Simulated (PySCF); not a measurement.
## Electronic structure of SF (charge −1) in real space

```xyz
2

S     0.0000    0.0000   -0.6489
F     0.0000    0.0000    1.0921
```

Theory: PBE0/aug-cc-pVDZ(-PP), non-relativistic Hamiltonian with scalar-relativistic core potentials where named, at a bond length of 1.741 Å (PySCF 2.14.0).

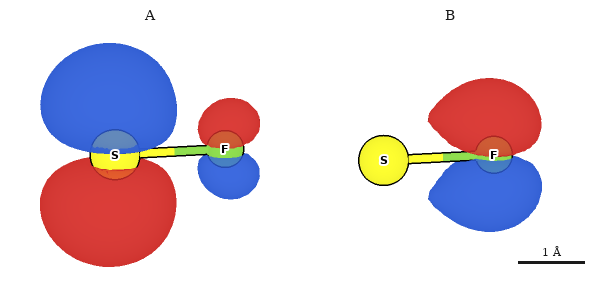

Figure 1. Two frontier orbitals, each drawn at the value that holds 80 % of its norm (blue and red are the two phases), in no order; of a degenerate pair one member is drawn.

Label each orbital by symmetry, say whether it is occupied, and order them by energy.

Orbital B: π, occupied, −5.69 eV; mainly on F (85 %).
Orbital A: π, occupied, −0.09 eV; mainly on S (90 %).

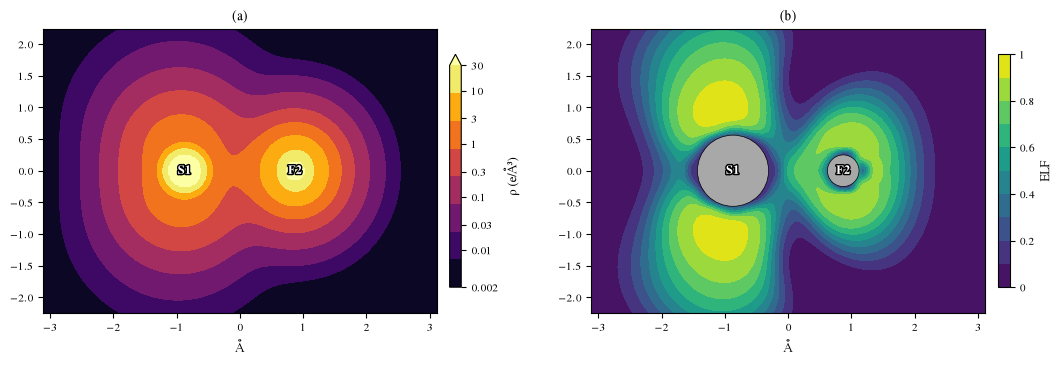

Figure 2. (a) total electron density; (b) electron localisation function on a plane that holds the molecular axis. Grey discs cover the atomic cores in the ELF map.

Describe what can be read from this map.

The plane passes through S and F nuclei. S–F (1.74 Å): the density is about 0.97 e/Å³ at the midpoint; the ELF peaks at about 0.80 in the valence shell of F, 0.5 Å from its nucleus, and is about 0.60 at the midpoint. The ELF also peaks beside S1 and F2, away from the bonds: lone-pair regions.
